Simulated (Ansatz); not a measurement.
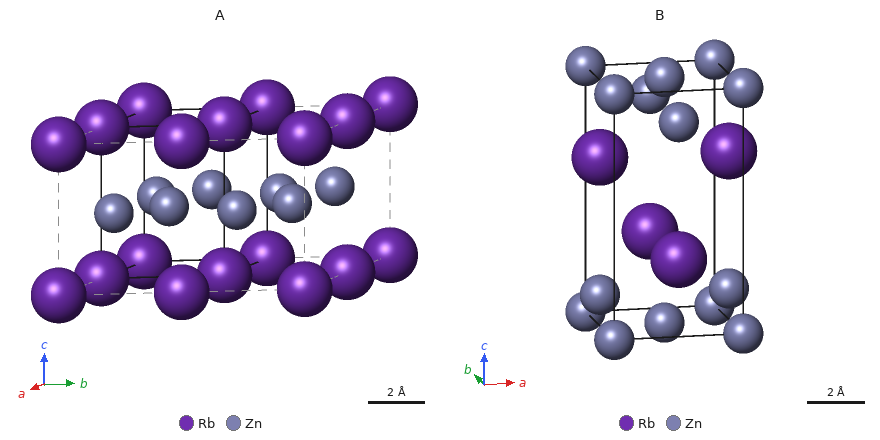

Two structures of RbZn2, each relaxed to rest (conventional cells in solid outline, small ones repeated, not to one scale). Method: Ansatz 0.2.0, DFT PBE, scalar-relativistic, plane waves, PAW, without spin polarisation.

> Characterise the two forms.

A: AlB₂ type, P6/mmm. B: 6 atoms a cell on a primitive tetragonal lattice, P4/nmm.

> What is the energy order of the two?

B is lower, by 55 meV/atom at this level of theory (energies at zero smearing). Volumes: A 32.6, B 33.1 Å³/atom.

One or both may be structure types tried for this composition rather than known phases.
